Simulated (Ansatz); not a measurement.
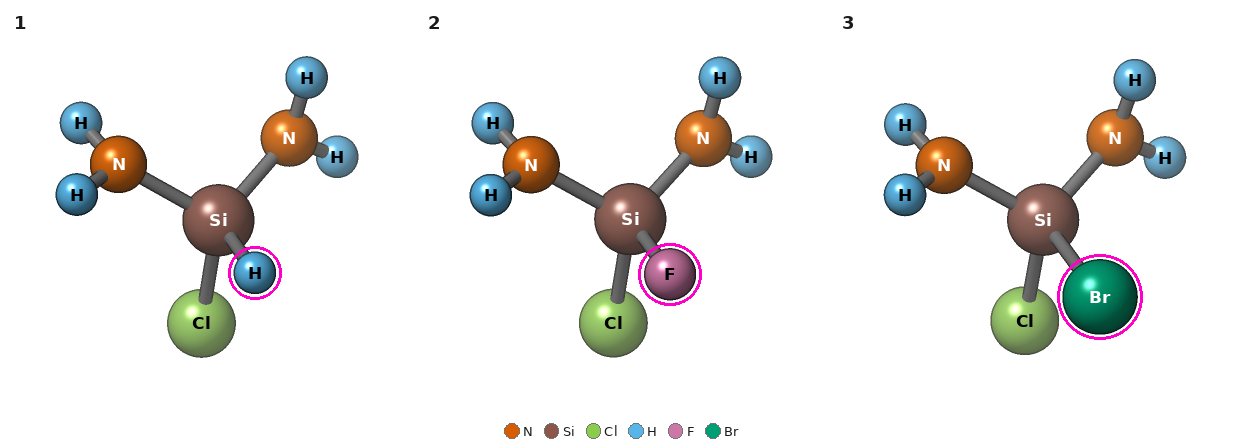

3 molecules with one skeleton, seen from the same side and at one scale; the atom that differs is circled. Charge 0, singlet. Computed geometries: PBE0-D4/def2-TZVP optimisations, one conformation each. Properties computed with Ansatz 0.2.0.

One atom differs, called X below: H in panel 1, F in panel 2, Br in panel 3. Their formulas are ClH5N2Si (`N[SiH](N)Cl`), ClFH4N2Si (`N[Si](N)(F)Cl`), BrClH4N2Si (`N[Si](N)(Cl)Br`).

### Rank them by the dipole moment, lowest first (ωB97M-V/def2-TZVPP).

1 (H), 3 (Br), 2 (F).

### Rank them by the length of X–Si, lowest first (PBE0-D4/def2-TZVP).

1 (H), 2 (F), 3 (Br).

Give the values. With PBE0-D4/def2-TZVP: length of X–Si (Å), smallest angle N–Si–X (°), largest angle N–Si–X (°). With ωB97M-V/def2-TZVPP: dipole moment (D), HOMO energy (Kohn–Sham orbital) (eV), HOMO–LUMO gap (eV).

```json
{"quantity": "length of X–Si (Å)", "1 (H)": "1.481", "2 (F)": "1.593", "3 (Br)": "2.227"}
{"quantity": "smallest angle N–Si–X (°)", "1 (H)": "105.8", "2 (F)": "104.4", "3 (Br)": "104.5"}
{"quantity": "largest angle N–Si–X (°)", "1 (H)": "118.8", "2 (F)": "116.4", "3 (Br)": "116.6"}
{"quantity": "dipole moment (D)", "1 (H)": "2.10", "2 (F)": "2.46", "3 (Br)": "2.42"}
{"quantity": "HOMO energy (Kohn–Sham orbital) (eV)", "1 (H)": "−10.11", "2 (F)": "−10.40", "3 (Br)": "−10.15"}
{"quantity": "HOMO–LUMO gap (eV)", "1 (H)": "12.45", "2 (F)": "12.50", "3 (Br)": "12.17"}
```
